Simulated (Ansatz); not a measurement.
Starting cell, Nb (bcc, W type):

```
CELL_PARAMETERS angstrom
     -3.30957     3.30957     3.30957
      1.65478    -1.65478     1.65478
      1.65478     1.65478    -1.65478
ATOMIC_POSITIONS crystal
  Nb 0.00000 0.00000 0.00000
  Nb 0.50000 0.00000 0.00000
```

In each cell atom 2 (Nb, nearest neighbour Nb at 2.866 Å; its periodic images, 2.9 Å or more away, move with it) moves by s·(1.000, 0.000, 0.000) (along Cartesian x), the rest being held.

Computed with PBE (plane waves to 420 eV, PAW, scalar-relativistic; Ansatz, a quantum-chemistry and plane-wave program). k mesh 8×16×16 (Γ-centred), Fermi-Dirac smearing 0.05 eV. E stands for the smeared free energy. Compression counts positive. With partly filled bands, energies and forces of such displacements shift with the k mesh and the smearing. On this mesh the relaxed cell isn't quite at rest: it carries a pressure of -0.1 GPa (compression positive) at the zero of the scan. Nb is run without spin polarisation. Nb was relaxed with its symmetry unable to fall. The PAW data are Ansatz's earlier set. ΔE is measured from the undisplaced structure.

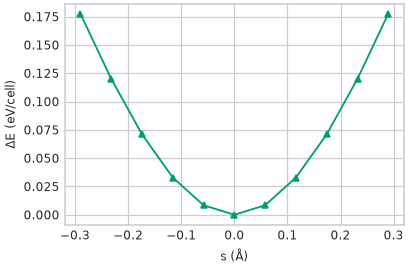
Figure: ΔE (eV/cell) against s (Å); one marker a computed point.

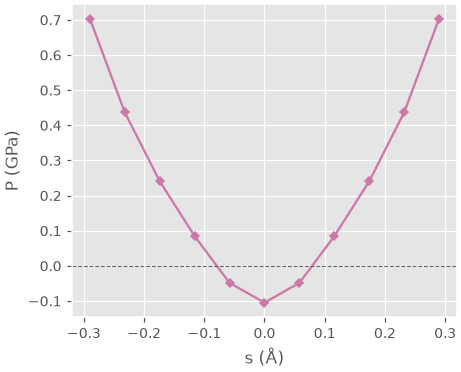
P (GPa) against s (Å); one marker a computed point.

The energy at s = 0.290 Å is 178 meV/cell. The force constant k = d²E/ds² at s = 0 (finite differences) is 5.03 eV/Å². Harmonic estimate at the end of the scan: ½ks² = 212 meV/cell against the computed 178 meV/cell, so the well is softer than harmonic there. Symmetry of the curve: even: the same for both signs. Shape of the curve: a single well with its minimum at or next to zero displacement.

The forces along the line at the two nearest points give (0.288 − (-0.288)) / (2·0.058) = 4.97 eV/Å²; the next pair corrects for the finite step.

(A displaced cell: forces are minus the slopes of the energy, force constants its curvatures, and phonons follow from these.)
